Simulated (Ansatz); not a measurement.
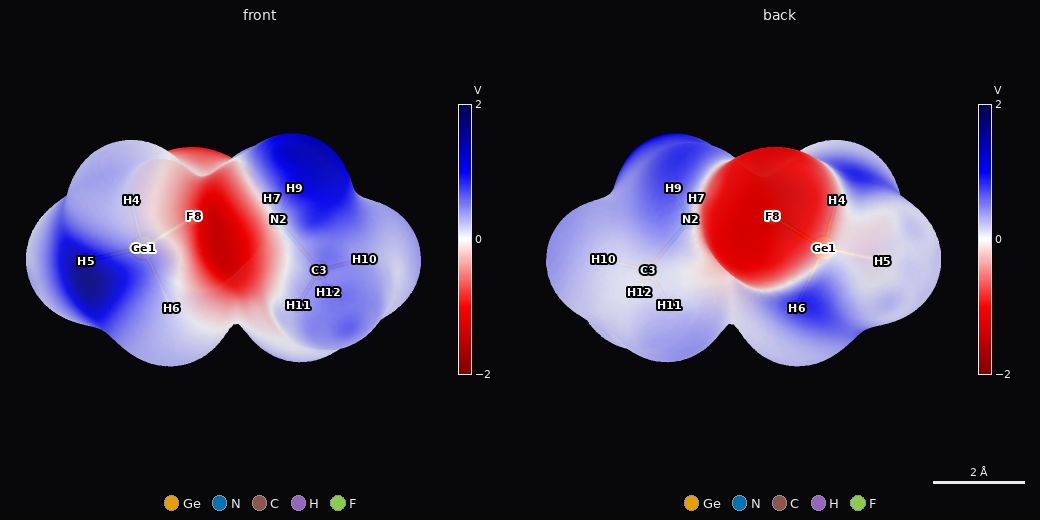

FGeH3···CH5N. The molecular electrostatic potential painted on the density surface at 0.002 e/bohr³, seen from the front and from behind; the colour scale runs from red (negative) to blue (positive).

All numbers below come from RKS PBE-D4/def2-SVP (Ansatz).

The calculation's input:

```
crystal:
  periodic: [false, false, false]
  atoms:
    - { symbol: Ge, position_ang: [0.0301, 0.6919, 1.4411] }
    - { symbol: "N", position_ang: [0.4968, -0.1252, -0.5785] }
    - { symbol: C, position_ang: [-0.3241, -1.1755, -1.1343] }
    - { symbol: H, position_ang: [1.0868, 1.6324, 1.9257] }
    - { symbol: H, position_ang: [-1.4208, 1.0189, 1.605] }
    - { symbol: H, position_ang: [0.2525, -0.646, 2.1852] }
    - { symbol: H, position_ang: [0.1698, 1.1552, -0.7807] }
    - { symbol: F, position_ang: [-0.1252, 2.1135, -0.112] }
    - { symbol: H, position_ang: [1.4817, -0.3183, -0.7059] }
    - { symbol: H, position_ang: [-0.157, -1.2689, -2.2124] }
    - { symbol: H, position_ang: [-1.373, -0.9328, -0.9654] }
    - { symbol: H, position_ang: [-0.1175, -2.1452, -0.6678] }
basis:
  gaussian: { orbitals: def2-SVP }
hamiltonian:
  xc: pbe
  dispersion: d4
relax:
  f_tol: 0.15
  max_steps: 25
  restrain:
    - { distance: [0, 7], at: 1.77, k: 30.0 }
    - { distance: [6, 1], at: 1.02, k: 30.0 }
    - { distance: [0, 1], at: 3.21, k: 30.0 }
    - { distance: [6, 7], at: 2.18, k: 30.0 }
output:
  orbitals: {}
```

Run with:

```sh
ansatz run input.yaml --threads 2 --pin off --max-ram 3072MiB --backend cpu --events-out ev --progress --plain --runs-dir out
```

The fields are those of the relaxed geometry.

**Which sites attract a positive test charge, and which a negative one?**

A positive charge is drawn to the negative regions and a negative charge to the positive ones. The most negative region (about −1.3 V) lies over the gap between the two molecules, near Ge1 and N2, the most positive (about +1.6 V) over Ge1. N2 is the likeliest acceptor of a hydrogen bond.
